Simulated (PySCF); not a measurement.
KH

```xyz
2

K     0.0000    0.0000   -0.0571
H     0.0000    0.0000    2.2079
```

These are results of PBE0/def2-TZVP, non-relativistic Hamiltonian with scalar-relativistic core potentials where named, at a bond length of 2.265 Å (PySCF 2.14.0), not measurements.

Question: Predict the electron density and electron localisation function between the atoms.

Answer: K–H (2.26 Å): ρ is about 0.26 e/Å³ halfway; the ELF climbs to about 1 towards the hydrogen.

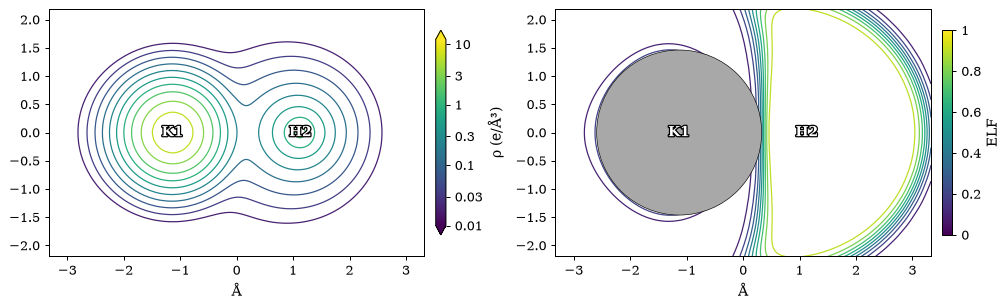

Computed electron density and electron localisation function on a plane that holds the molecular axis, in this order. Grey discs cover the atomic cores in the ELF map. 
